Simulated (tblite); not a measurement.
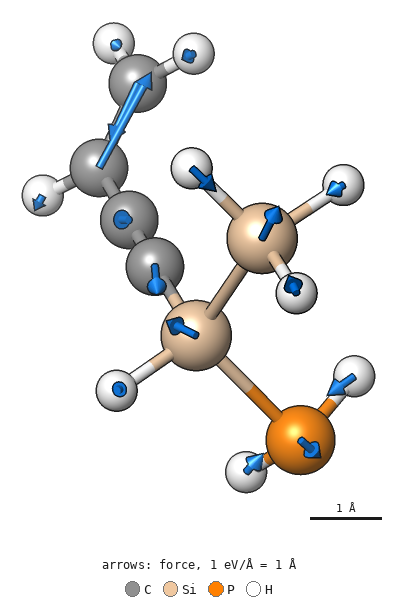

Starting geometry of C₄H₉PSi₂ with the computed forces as blue arrows. A ball-and-stick model, seen from a free direction.

Computed with tblite, GFN2-xTB geometry optimisation, gas phase. 

Is this structure relaxed? If not, where do the atoms go?

It isn't relaxed: the largest force vector, on a C atom, is 1.57 eV/Å. The final displacements have little in common with the starting forces (cosine between the two patterns 0.23). After 71 geometry steps the energy has fallen by 0.101 eV. An H atom moves most after the best rigid fit: 0.21 Å. By element the largest moves are H 0.21 Å, P 0.08 Å, C 0.07 Å, Si 0.04 Å. Near-neighbour distances that change, for instance: Si–Si 2.294 → 2.324 Å, H–Si 1.494 → 1.463 Å, H–P 1.407 → 1.382 Å, P–Si 2.236 → 2.260 Å. Bond angles that change, for instance: Si–Si–H 111.3° → 116.2°, C–Si–H 109.9° → 105.0°, C–C–H 118.9° → 115.4°.
